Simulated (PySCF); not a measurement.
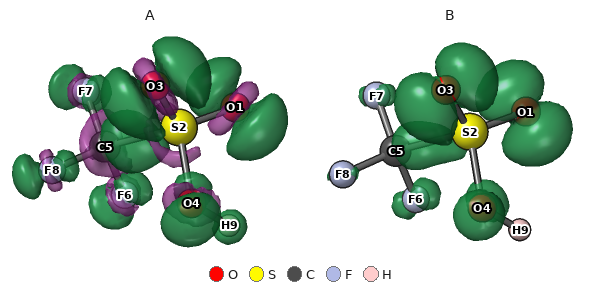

*CHF₃O₃S, SMILES `O=S(=O)(O)C(F)(F)F`. The Fukui function f⁻ from two separate SCF calculations and the density of the HOMO, at ±0.03 e/Å³ (green positive, purple negative).*

PySCF calculation, PBE0/6-31+G*, gas phase; geometry: GFN2-xTB. No frequency check shows the geometry to be a minimum. GFN2-xTB bond lengths at metals and heavier atoms can be off by up to 0.1 Å and shapes distorted, which carries into these values.

Cartesian coordinates (Å):

```
O1       1.2762    0.0323   -1.3949
S2       0.8647    0.1488   -0.0414
O3       1.2429    1.2504    0.7553
O4       1.1910   -1.2018    0.7167
C5      -0.9977    0.0108   -0.0045
F6      -1.3276   -1.1487   -0.5666
F7      -1.5647    0.9954   -0.6802
F8      -1.4366    0.0219    1.2422
H9       1.4303   -1.9098    0.1124
```

Which panel is which, and how good is the frozen-orbital picture?

A is f⁻ (it has negative regions), B the HOMO density. The HOMO lies on O1 (35 %), O3 (34 %) and S2 (12 %); f⁻ (Hirshfeld-condensed) is largest on O3 (0.23) and O1 (0.22); the vertical ionisation energy is 12.35 eV (the stability of the cation's solution wasn't checked). Relaxation shifts 24 % of the electron between atoms. The orbital energy is −10.08 eV.
